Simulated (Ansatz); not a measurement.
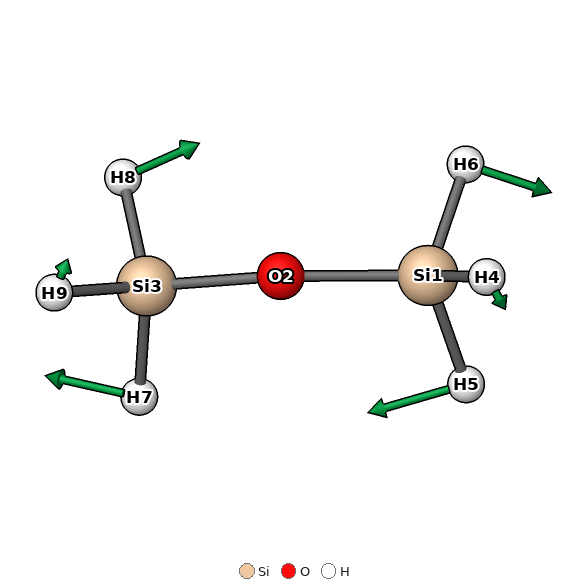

The arrows show one normal mode. Harmonic vibrations computed with RKS PBE0-D4/def2-TZVP (Ansatz 0.2.0) at a stationary point of the same level.

> What kind of motion is it?

Mostly H–Si–O bending.

> Estimate its harmonic wavenumber.

707 cm⁻¹; it is mode 5 of 21 counted from the lowest.
